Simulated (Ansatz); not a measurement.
# AlCl2FH2···HF: what the fields show

The calculation's input:

```
crystal:
  periodic: [false, false, false]
  atoms:
    - { symbol: Al, position_ang: [-1.012572, -0.252031, -1.034167] }
    - { symbol: H, position_ang: [-0.054792, 0.946894, -1.107708] }
    - { symbol: Cl, position_ang: [-0.451029, -2.047178, -1.945699] }
    - { symbol: Cl, position_ang: [-2.938986, 0.053143, -0.287107] }
    - { symbol: H, position_ang: [0.932448, -0.391462, 1.820769] }
    - { symbol: F, position_ang: [0.241348, -0.96492, 1.672823] }
    - { symbol: H, position_ang: [1.398303, 1.376463, 0.058279] }
    - { symbol: F, position_ang: [1.885381, 1.278991, 0.82281] }
basis:
  gaussian: { orbitals: def2-SVP }
hamiltonian:
  xc: pbe0
  dispersion: d4
relax:
  f_tol: 0.03
  max_steps: 50
output:
  orbitals: {}
```

Launched as:

```sh
ansatz run input.yaml --threads 2 --pin off --max-ram 3072MiB --backend cpu --events-out ev --progress --plain --runs-dir out
```

The fields are those of the run's last geometry, not of the input's.

These are results of RKS PBE0-D4/def2-SVP (Ansatz 0.2.0), not measurements.

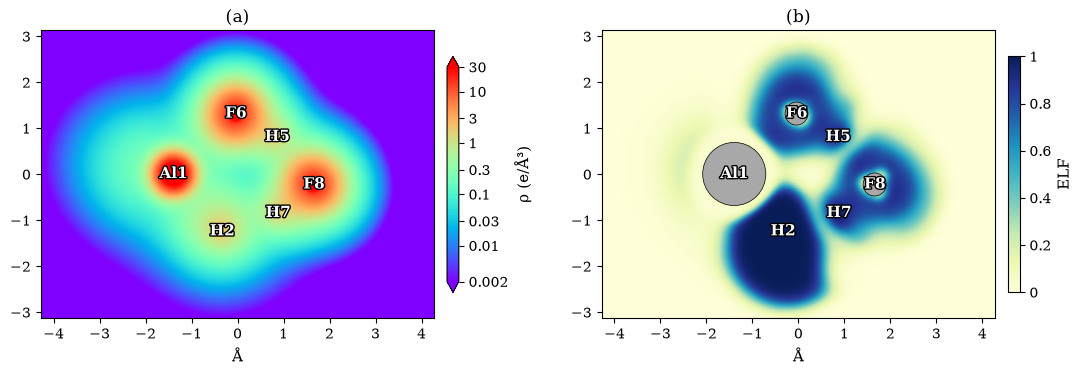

Figure 1. (a) total electron density; (b) ELF on the plane of atoms Al1, F6 and H5. Grey discs cover the atomic cores in the ELF map.

What do the fields say about this system?

The section cuts through Al, H and F sites.
F8···H5 (1.31 Å): the density falls to about 0.72 e/Å³ on the way; the ELF peaks at about 0.85 between the atoms.
Al–F (1.89 Å): the density is about 0.45 e/Å³ at the midpoint; the ELF peaks at about 0.85 in the valence shell of F, 0.6 Å from its nucleus, and is about 0.30 at the midpoint.
F–H (1.00 Å): ρ is about 4 e/Å³ halfway; the ELF climbs to about 0.95 towards the hydrogen, as it does in any bond to H.
Al–H (1.63 Å): ρ is about 0.46 e/Å³ halfway; the ELF climbs to about 1 towards the hydrogen.
The ELF also peaks beside F8 and F6, away from the bonds: lone-pair regions.

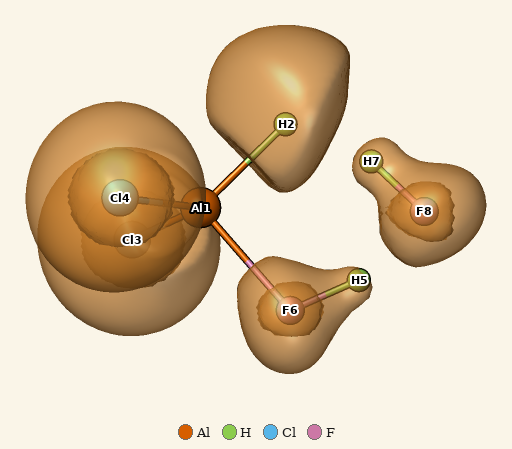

Figure 2. Isosurface of the ELF at 0.75 (orange), seen from one side. Only the valence region is drawn (cores and ρ < 0.01 e/Å³ removed).

Describe the localisation domains.

The ELF exceeds this value in one region around a hydrogen nucleus, two regions on Cl in which the atom's valence shell and bonds are merged and two joined regions spread over several atoms (F, H), in which their bonds and any lone pairs are merged.

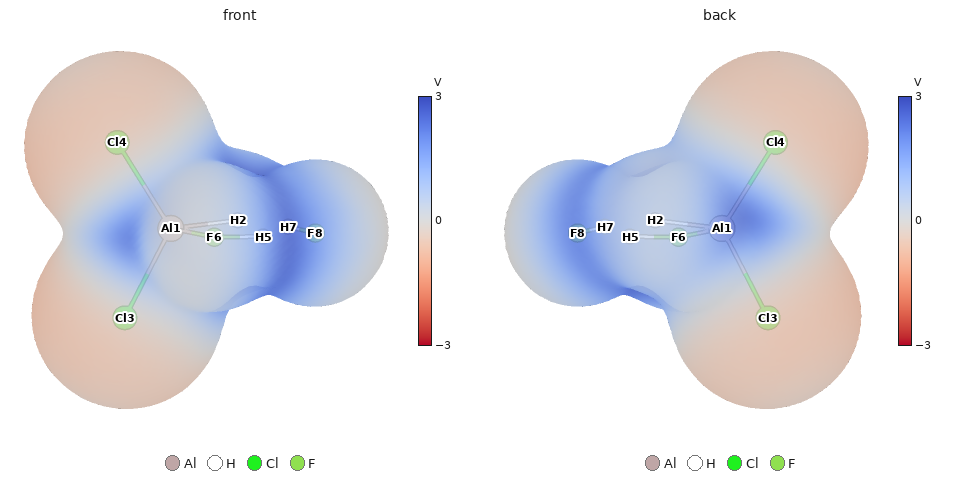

Figure 3. The molecular electrostatic potential painted on the density surface at 0.002 e/bohr³, seen from the front and from behind; red is negative and blue positive.

Which sites attract a positive test charge, and which a negative one?

A positive charge is drawn to the negative regions and a negative charge to the positive ones. The most negative region (about −0.7 V) lies over Cl3 and Cl4, the most positive (about +2.6 V) over the gap between the two molecules, near Al1 and F8.

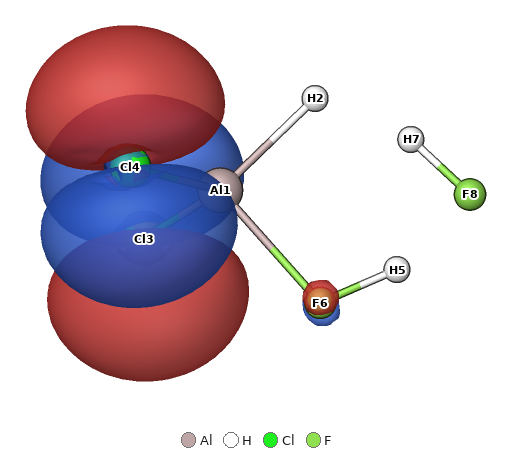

Figure 4. The HOMO−1 at ±0.08 Å⁻³ᐟ² (blue and red are the two phases), seen from one side.

Where does this orbital lie, and at what energy?

Its weight (Hirshfeld) is mainly on Cl3 (about 50 %) and Cl4 (about 45 %); largely a combination of lone pairs on Cl3 and Cl4. Its energy is −9.13 eV.
